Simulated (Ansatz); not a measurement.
```xyz
9
charge -1, multiplicity 1
B    -0.6780    0.0039   -0.5169
C     0.7256   -0.5402    0.0364
Si   -0.4439   -0.1615    1.5007
H    -1.4657   -0.7881   -0.9923
H    -0.6574   -1.3944    2.3397
H     1.6076    0.0965   -0.0361
H     0.9791   -1.5915   -0.1015
H     0.1793    0.8506    2.4264
H    -0.7448    1.1481   -0.9173
```

Describe the molecule in this file.

Formula CH₆BSi⁻. The point group is Cs.

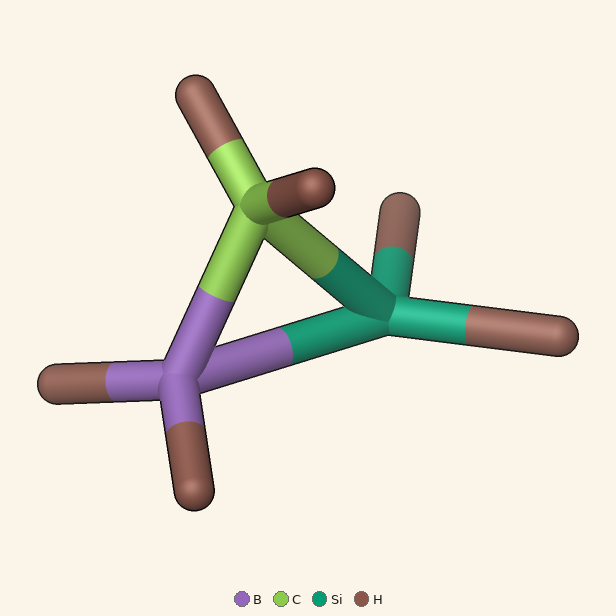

Simulated data, not a measurement (program: Ansatz).
